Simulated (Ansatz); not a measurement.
A series of calculations on BSiNH6Se

**1. Relaxation**

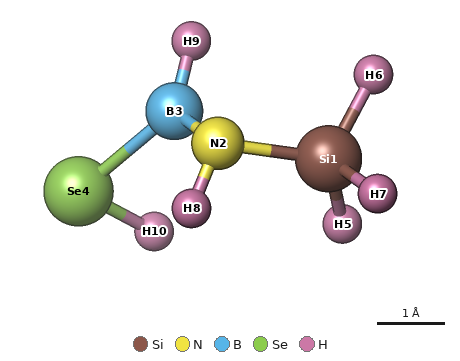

This is the input geometry for a relaxation of BSiNH6Se. The picture is a ball-and-stick view, seen at a tilt.

The run prepares an end point of a later path (torsion) calculation, from a guessed geometry.

All numbers below come from RKS B3LYP/def2-SVP in Ansatz.

The input:
```yaml
crystal:
  periodic: [false, false, false]
  atoms:
    - { symbol: Si, position_ang: [-0.5866, 1.1895, 0.5096] }
    - { symbol: "N", position_ang: [0.5469, -0.0456, 0.9105] }
    - { symbol: B, position_ang: [0.1352, -1.29, 0.1136] }
    - { symbol: Se, position_ang: [1.4649, -2.0091, -1.302] }
    - { symbol: H, position_ang: [-0.6181, 1.4707, -0.971] }
    - { symbol: H, position_ang: [-1.9825, 0.8328, 0.9146] }
    - { symbol: H, position_ang: [-0.2491, 2.4785, 1.202] }
    - { symbol: H, position_ang: [1.5163, 0.3001, 0.551] }
    - { symbol: H, position_ang: [-0.8425, -1.8345, 0.4043] }
    - { symbol: H, position_ang: [0.6985, -1.1436, -2.3296] }
basis:
  gaussian: { orbitals: def2-SVP }
hamiltonian:
  xc: b3lyp
relax:
  f_tol: 0.015
  max_steps: 40
```

Run as
```bash
ansatz run input.yaml --threads 2 --pin off --max-ram 3072MiB --backend cpu --events-out ev --progress --plain --runs-dir out
```

**What does the optimiser find from here?**

The largest move after the best rigid fit is that of H10, 1.74 Å. Largest moves by element: H 1.74 Å, N 1.11 Å, Se 0.70 Å, B 0.28 Å, Si 0.26 Å. Some distances before and after: N2–B3 1.534 → 1.407 Å, B3–Se4 2.071 → 1.960 Å, N2–H8 1.090 → 1.019 Å, Se4–H10 1.547 → 1.479 Å. Among the angles between lasting bonds that change: Si1–N2–B3 106.5° → 127.0°, B3–Se4–H10 86.7° → 97.3°, Si1–N2–H8 106.3° → 115.8°. Groups turn about B3–Se4 by about 90°. The energy falls by 136.2 kJ/mol in 14 accepted moves (15 points after the start). Largest force component: 3 eV/Å at the start, 0.0096 eV/Å at the end. The line search rejected the trial step at point 12 of the run. The run took 48 s on 2 threads of Arm Neoverse V2, on a shared host, peak memory 0.25 GiB.

The structure at the end:

```xyz
10

Si   -0.7333    1.3734    0.6172
N     0.2663    0.1361   -0.1496
B     0.0448   -1.2537   -0.1448
Se    1.1847   -2.5878   -1.0188
H    -1.1971    2.3638   -0.3983
H    -1.8955    0.6957    1.2451
H     0.0507    2.1144    1.6486
H     1.0885    0.4756   -0.6462
H    -0.9078   -1.7206    0.4262
H     2.1817   -1.6480   -1.5764
```

After the run, drawn alike:

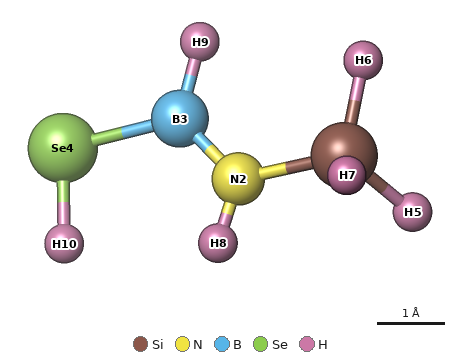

**2. Relaxation**

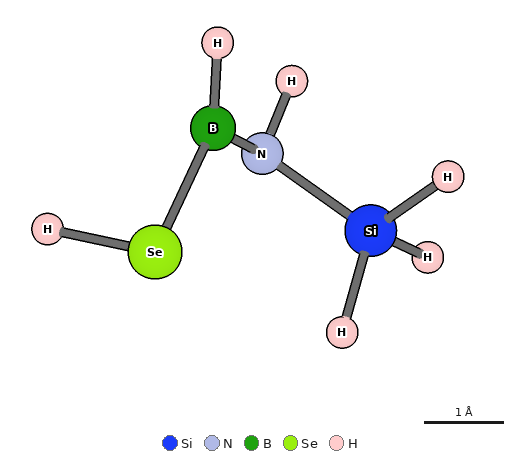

This is the input geometry for a relaxation of BSiNH₆Se. Style: ball-and-stick. Shown from a free direction.

The run prepares an end point of a later path (torsion) calculation, from a guessed geometry.

All numbers below come from RKS B3LYP/def2-SVP (Ansatz).

Input
```yaml
crystal:
  periodic: [false, false, false]
  atoms:
    - { symbol: Si, position_ang: [-0.5866, 1.1895, 0.5096] }
    - { symbol: "N", position_ang: [0.5469, -0.0456, 0.9105] }
    - { symbol: B, position_ang: [0.1352, -1.29, 0.1136] }
    - { symbol: Se, position_ang: [-1.71081, -2.13151, 0.5298] }
    - { symbol: H, position_ang: [-0.6181, 1.4707, -0.971] }
    - { symbol: H, position_ang: [-1.9825, 0.8328, 0.9146] }
    - { symbol: H, position_ang: [-0.2491, 2.4785, 1.202] }
    - { symbol: H, position_ang: [1.5163, 0.3001, 0.551] }
    - { symbol: H, position_ang: [0.81601, -1.64287, -0.75177] }
    - { symbol: H, position_ang: [-0.9645, -3.05771, 1.51853] }
basis:
  gaussian: { orbitals: def2-SVP }
hamiltonian:
  xc: b3lyp
relax:
  f_tol: 0.015
  max_steps: 40
output:
  orbitals: {}
```

Launched with:
```bash
ansatz run input.yaml --threads 2 --pin off --max-ram 3072MiB --backend cpu --events-out ev --progress --plain --runs-dir out
```

Where does the relaxation end?

Answer. The energy falls by 144.5 kJ/mol in 23 accepted moves (24 points after the start). Largest force component: 2.7 eV/Å at the start, 0.0086 eV/Å at the end. The line search rejected the trial step at point 21 of the run. The forces were under the threshold at step 19, but the run went on from there. The atom that moves furthest after the best rigid fit is H9 (1.28 Å). By element the largest moves are H 1.28 Å, N 0.53 Å, B 0.36 Å, Si 0.25 Å, Se 0.17 Å. Among the contacts that change: Si1–Se4 3.506 → 3.631 Å, N2–B3 1.534 → 1.411 Å, B3–Se4 2.071 → 1.970 Å, Se4–H10 1.547 → 1.473 Å. Bond angles that change, for instance: Si1–N2–B3 106.5° → 131.2°, Si1–N2–H8 106.3° → 114.8°, B3–Se4–H10 86.7° → 94.1°. Groups turn about B3–Se4 by about 90°. The run took 71 s on 2 threads of Arm Neoverse V2, on a shared host, peak memory 0.25 GiB.

History of the run:

```json
{"step": "0", "E − E(0), kJ/mol": "0.00", "largest force component, eV/Å": "2.6766", "note": ""}
{"step": "1", "E − E(0), kJ/mol": "-53.74", "largest force component, eV/Å": "1.7675", "note": ""}
{"step": "2", "E − E(0), kJ/mol": "-82.03", "largest force component, eV/Å": "0.7250", "note": ""}
{"step": "3", "E − E(0), kJ/mol": "-96.75", "largest force component, eV/Å": "0.6491", "note": ""}
{"step": "4", "E − E(0), kJ/mol": "-114.04", "largest force component, eV/Å": "0.5227", "note": ""}
{"step": "5", "E − E(0), kJ/mol": "-129.04", "largest force component, eV/Å": "0.5538", "note": ""}
{"step": "6", "E − E(0), kJ/mol": "-139.83", "largest force component, eV/Å": "0.3771", "note": ""}
{"step": "7", "E − E(0), kJ/mol": "-143.26", "largest force component, eV/Å": "0.1608", "note": ""}
{"step": "8", "E − E(0), kJ/mol": "-143.92", "largest force component, eV/Å": "0.1371", "note": ""}
{"step": "9", "E − E(0), kJ/mol": "-144.19", "largest force component, eV/Å": "0.0601", "note": ""}
{"step": "10", "E − E(0), kJ/mol": "-144.29", "largest force component, eV/Å": "0.0404", "note": ""}
{"step": "11", "E − E(0), kJ/mol": "-144.32", "largest force component, eV/Å": "0.0350", "note": ""}
{"step": "12", "E − E(0), kJ/mol": "-144.33", "largest force component, eV/Å": "0.0333", "note": ""}
{"step": "13", "E − E(0), kJ/mol": "-144.35", "largest force component, eV/Å": "0.0234", "note": ""}
{"step": "14", "E − E(0), kJ/mol": "-144.36", "largest force component, eV/Å": "0.0244", "note": ""}
{"step": "15", "E − E(0), kJ/mol": "-144.38", "largest force component, eV/Å": "0.0394", "note": ""}
{"step": "16", "E − E(0), kJ/mol": "-144.39", "largest force component, eV/Å": "0.0500", "note": ""}
{"step": "17", "E − E(0), kJ/mol": "-144.40", "largest force component, eV/Å": "0.0476", "note": ""}
{"step": "18", "E − E(0), kJ/mol": "-144.42", "largest force component, eV/Å": "0.0315", "note": ""}
{"step": "19", "E − E(0), kJ/mol": "-144.44", "largest force component, eV/Å": "0.0078", "note": ""}
{"step": "20", "E − E(0), kJ/mol": "-144.45", "largest force component, eV/Å": "0.0091", "note": ""}
{"step": "21", "E − E(0), kJ/mol": "-144.44", "largest force component, eV/Å": "0.0337", "note": "rejected"}
{"step": "22", "E − E(0), kJ/mol": "-144.46", "largest force component, eV/Å": "0.0086", "note": ""}
{"step": "23", "E − E(0), kJ/mol": "-144.46", "largest force component, eV/Å": "0.0179", "note": ""}
{"step": "24", "E − E(0), kJ/mol": "-144.46", "largest force component, eV/Å": "0.0086", "note": ""}
```

Final geometry:

```xyz
10

Si   -0.6856    1.4071    0.4233
N     0.4456    0.0508    0.3966
B     0.2280   -1.3420    0.4539
Se   -1.5787   -2.1063    0.6331
H    -1.1625    1.7643   -0.9444
H    -1.8542    1.0412    1.2678
H     0.0314    2.5803    0.9984
H     1.4245    0.3128    0.2959
H     1.1595   -2.1034    0.3935
H    -1.1053   -3.5008    0.6087
```

After the run, drawn alike:

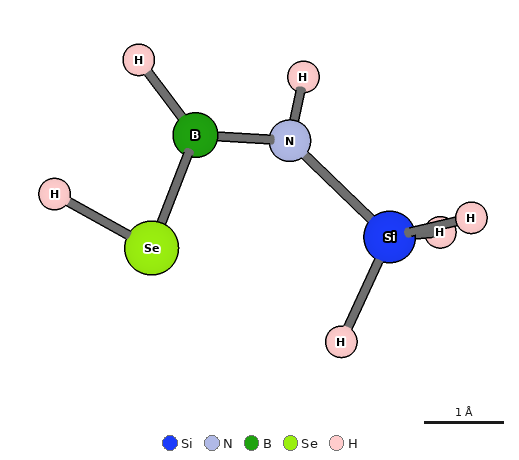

**3. Path**

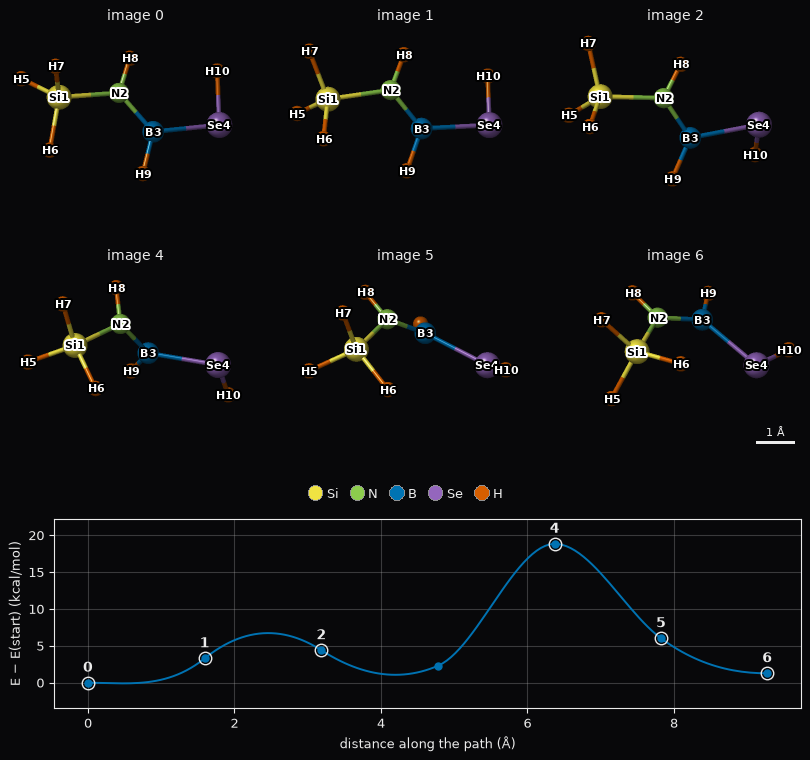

A search for the minimum-energy path of BSiNH$_{6}$Se by the nudged elastic band. Images are numbered from 0 (start) to 6 (end). Style: ball-and-stick. Shown at a tilt.

The calculation used RKS B3LYP/def2-SVP (Ansatz). Run with 5 movable images; climbing image; force threshold 0.05 eV/Å; iteration limit 60; starting path through a guess of the saddle point.

Question: What happens along the path, and what is the barrier?

Answer: Forward barrier 18.8 kcal/mol, backward barrier 17.6 kcal/mol, with image 4 at the top; the reaction energy is +1.3 kcal/mol. The profile has 2 maxima (images 2, 4) with a dip at image 3 (+2.3 kcal/mol), so the process runs in steps. The path has more than one stage, and so few images may leave a stage unresolved. No bond forms or breaks between the ends. Among the angles between lasting bonds that change up to the highest image: N2–B3–Se4 125.4° → 118.0°, N2–Si1–H5 110.2° → 114.4°. The band converged in 17 iterations. The largest component of the band force went from 150 to 0.049 eV/Å. The climbing image converged on the top of the path. Its vibrational analysis gives one imaginary mode (496i cm⁻¹), as a transition state must have.

The run took 3.8 min on 2 threads of Arm Neoverse V2, on a shared host, peak memory 0.25 GiB.
